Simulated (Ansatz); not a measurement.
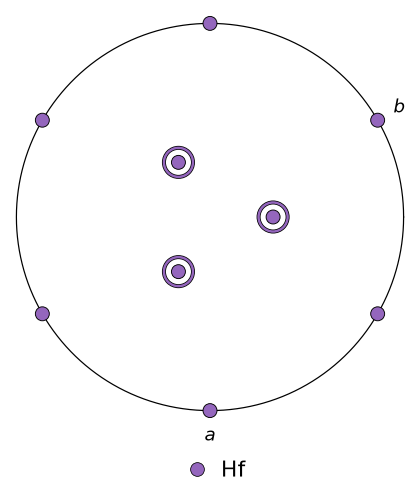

Directions from one hafnium atom at (1/3, 2/3, 1/4) to its bonded neighbours, in stereographic projection down c (filled: above the plane of the page or in it, open: below). Crystal: Hf, coordinates from a relaxation with Ansatz 0.2.0, DFT, PBE, plane waves (420 eV) with PAW, scalar-relativistic. Geometry calculated from the standardised cell; symmetry tolerance 0.002 Å.

Neighbours are counted up to 3.52 Å for Hf.

```
CELL_PARAMETERS angstrom
3.20451 0.00000 0.00000
-1.60225 2.77518 0.00000
0.00000 0.00000 5.07382
ATOMIC_POSITIONS crystal
Hf 0.33333 0.66667 0.25000
Hf 0.66667 0.33333 0.75000
```

> How many neighbours are there, and at what angles?

12: 6 Hf at 3.14 Å, 6 Hf at 3.20 Å. Angles between bonds: 59° (12×), 60° (6×), 61° (6×), 90° (12×), 108° (3×), 120° (6×), 121° (12×), 146° (6×), 180° (3×).

> What is the site's symmetry in the crystal?

Point group -6m2 (D3h), order 12: one −6 axis, three twofold axes, four mirror planes. In P6₃/mmc, No. 194 this is Wyckoff position 2c.
